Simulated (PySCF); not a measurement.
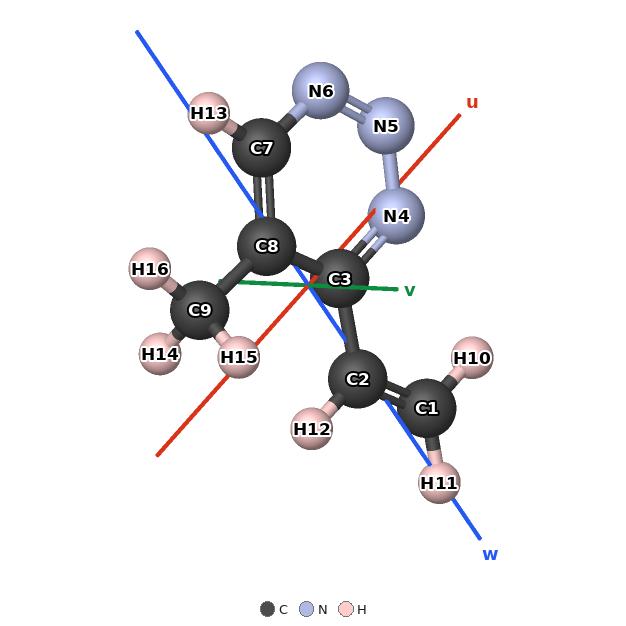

The lines u, v and w are the principal axes of the static dipole polarisability. The geometry was computed by an optimisation with GFN2-xTB. No frequency run is at hand to confirm it as a minimum. Method: PBE0/def2-SVPD (PySCF 2.14.0).

### Along which axis is the molecule most polarisable, and along which least?

Most along w (close to the long direction C1···N6), least along v.

### Give the three principal values.

u 97.1, v 54.2, w 125.5 bohr³; mean 92.3, anisotropy 62.2 bohr³.
